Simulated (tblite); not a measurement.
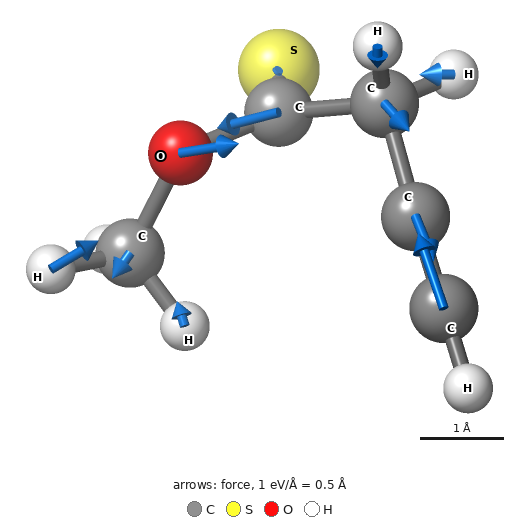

Starting geometry of C$_{5}$H$_{6}$OS with the computed forces as blue arrows. A ball-and-stick model, seen at a tilt.

Level of theory: GFN2-xTB geometry optimisation, gas phase (tblite 0.8.0). 

What follows when this structure is relaxed?

It isn't relaxed: the largest force vector, on a C atom, is 2.03 eV/Å. The final displacements have little in common with the starting forces (cosine between the two patterns 0.14). The S atom moves most after the best rigid fit: 1.13 Å. Largest moves by element: S 1.13 Å, H 1.12 Å, C 0.61 Å, O 0.47 Å. Near-neighbour distances that change, for instance: C–O 1.391 → 1.323 Å, C–H 1.134 → 1.087 Å, C–C 1.478 → 1.452 Å, C–H 1.115 → 1.093 Å. Among the angles between lasting bonds that change: C–C–O 124.0° → 112.6°, S–C–O 118.4° → 124.6°, C–O–C 123.7° → 118.0°. Groups turn about C–O by about 65°, C–C by about 25°. After 90 geometry steps the energy has fallen by 18.1 kcal/mol.
